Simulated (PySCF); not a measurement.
# HF/ma-def2-SVP (core potential) run of MoN2H3ClO (SMILES [NH]=[Mo](=[NH])([OH])[Cl])

Aim: the vertical singlet–triplet gap of MoN2H3ClO at HF/ma-def2-SVP (core potential), from 2 runs. Input form: a Python script.

The calculation is run with PySCF 2.14.0.

### Step 1. Starting point

MoN2H3ClO: 8 atoms, total charge 0, spin state singlet. As SMILES, `[NH]=[Mo](=[NH])([OH])[Cl]`. The coordinates come from a PBE0-D4/def2-TZVP relaxation. This is one conformer, not always the lowest.

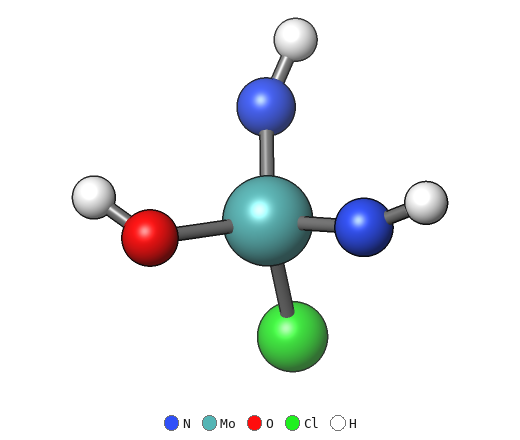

Viewed from a chosen angle; nitrogen blue, molybdenum teal, oxygen red, chlorine green, hydrogen white.

### Step 2. The energy at HF/ma-def2-SVP (core potential)

The input, job.py:

```python
from pyscf import gto

mol = gto.Mole()
mol.atom = '''
N   -1.065200   0.803600   0.662300
Mo   0.070000   0.017100  -0.362100
N    1.639300   0.095800   0.330700
O   -0.396200  -1.799700  -0.517000
Cl   0.108600   1.136200  -2.349700
H   -1.301000   1.360300   1.473600
H    2.326300   0.406800   1.003900
H   -1.289600  -2.077100  -0.297500
'''
mol.ecp = {'Mo': 'def2-svp'}
mol.charge = 0
mol.basis = 'ma-def2-svp'
mol.verbose = 4
mol.max_memory = 1860
mol.build()

mf = mol.RHF()
mf.conv_tol = 1e-10
mf.kernel()
if not mf.converged:
    mf = mf.newton().run(mf.mo_coeff, mf.mo_occ)

etot = mf.e_tot
print('E(%s) = %.9f' % ('HF', etot))
```

Started as:

```console
$ OMP_NUM_THREADS=1 python job.py
```

Output:

```text
PySCF version 2.14.0

[... 78 lines left out ...]
converged SCF energy = -712.202935598548
E(HF) = -712.202935599
```

It took 3.3 s on 1 thread of Arm Neoverse V2, shared host; peak memory 0.26 GiB.

### Step 3. The triplet

The input, calc.py:

```python
from pyscf import gto, scf

molecule = gto.M(
    atom='''
N   -1.065200   0.803600   0.662300
Mo   0.070000   0.017100  -0.362100
N    1.639300   0.095800   0.330700
O   -0.396200  -1.799700  -0.517000
Cl   0.108600   1.136200  -2.349700
H   -1.301000   1.360300   1.473600
H    2.326300   0.406800   1.003900
H   -1.289600  -2.077100  -0.297500
''',
    ecp={'Mo': 'def2-svp'},
    max_memory=1860,
    charge=0,
    basis='ma-def2-svp',
    verbose=4,
    spin=2,
)

calc0 = scf.UHF(molecule)
calc0.conv_tol = 1e-10
calc0.kernel()
if not calc0.converged:
    calc0 = calc0.newton().run(calc0.mo_coeff, calc0.mo_occ)

energy = calc0.e_tot
print('E(%s) = %.9f' % ('HF', energy))
```

Started as:

```console
$ OMP_NUM_THREADS=1 python calc.py
```

Output:

```text
PySCF version 2.14.0

[... 43 lines left out ...]
WARN: HOMO -0.263646748602515 >= LUMO -0.515631871886296
[... 79 lines left out ...]
SCF not converged.
SCF energy = -712.125626467492 after 50 cycles  <S^2> = 2.2200632  2S+1 = 3.143287
[... 46 lines left out ...]
converged SCF energy = -712.125653713605  <S^2> = 2.279631  2S+1 = 3.1809627
E(HF) = -712.125653714
```

Wall time 18 s (1 thread of Arm Neoverse V2, shared host); peak memory 0.26 GiB.

### Step 4. Summary of results

Level: HF/ma-def2-SVP (core potential).

| quantity | value |
| --- | --- |
| singlet: total energy | -712.20294 Eh |
| singlet: dipole moment | 3.89 D |
| singlet: HOMO energy | -11.34 eV |
| singlet: LUMO energy | 0.41 eV |
| singlet: HOMO–LUMO gap | 11.75 eV |
| triplet: total energy | -712.12565 Eh |
| triplet: dipole moment | 4.70 D |
| triplet: HOMO energy (highest over α and β) | -8.68 eV |
| triplet: LUMO energy (lowest over α and β) | -0.99 eV |
| triplet: ⟨S²⟩ | 2.280 |
| vertical energy of the triplet above the singlet | 2.103 eV |

**Reading.** At this shape the triplet lies 2.10 eV (203 kJ/mol) above the singlet. Mulliken charges (singlet) run from -0.95 on N3 to +1.47 on Mo2; they depend strongly on the basis. ⟨S²⟩ (triplet) is 2.28 where a pure triplet has 2.00: the reference is spin-contaminated. Mulliken charges (triplet) run from -0.93 on O4 to +1.54 on Mo2.
